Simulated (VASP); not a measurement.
Band structure of PbS (relaxed from the rock salt structure, space group Fm-3m). Calculation: PBE GGA, VASP's PBE PAW potentials (set 64) (plane waves; VASP).

Unless said otherwise, spin-orbit coupling is left out, though it shifts the bands of the heavy elements here.

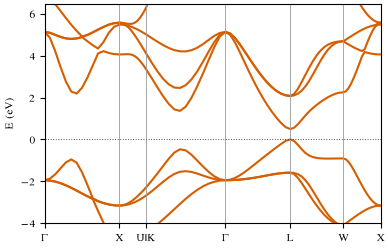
Bands along high-symmetry lines, zero at the valence-band maximum or, without a gap, the Fermi level

Question: Read the plot: is there a gap, and where are the band edges?

Answer: The gap is direct, 0.49 eV, from the valence maximum at L to the conduction minimum at L. (Edges off the drawn lines would not show.)

The structure was generated: PbS was put into the rock salt type (Fm-3m), which need not be its known phase. It was relaxed first, which changed the volume by +36 %.
